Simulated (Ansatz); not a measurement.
Geometry optimisation.

Program: Ansatz.

```
crystal:
  lattice:
    - [2.1107707375, 1.2186540535, 3.9141663933]
    - [-2.1107707375, 1.2186540535, 3.9141663933]
    - [0.0, -2.437308107, 3.9141663933]
  atoms:
    - { symbol: Sb, position: [0.22754, 0.22754, 0.22754] }
    - { symbol: Sb, position: [0.77246, 0.77246, 0.77246] }
basis:
  ecutwfc: 600
  ecutrho_ratio: 5
kpoints:
  mp_grid: { grid: [6, 6, 6] }
hamiltonian:
  xc: pbe
scf:
  occupations: { method: gaussian, width: 0.05 }
output:
  forces: true
  stress: true
  eigenvalues: true
relax:
  f_tol: 0.03
  max_steps: 60
  cell: { stress_tol: 0.6 }
```

### How does the optimisation go?

The optimisation met its thresholds at geometry 4, counting the start as the first. The energy fell by about 57 meV/atom from the first step to the last. The largest force component goes from about 0.9 eV/Å at the start to 0.024 eV/Å at the end. The volume grows from 30.2 to 32.1 Å³ per atom (+6 %), overshooting to 33.9 at step 2.

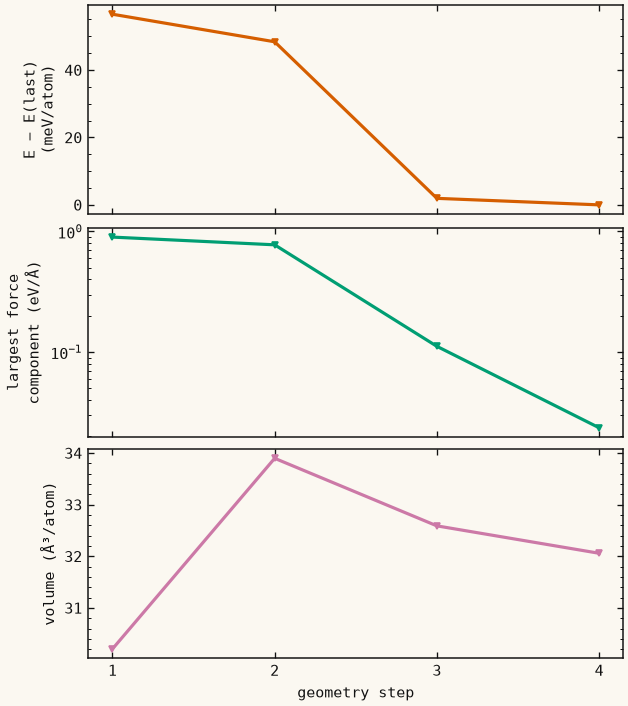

History of the run, step by step. Atoms and cell relax. A closing SCF on a freshly chosen basis isn't drawn.
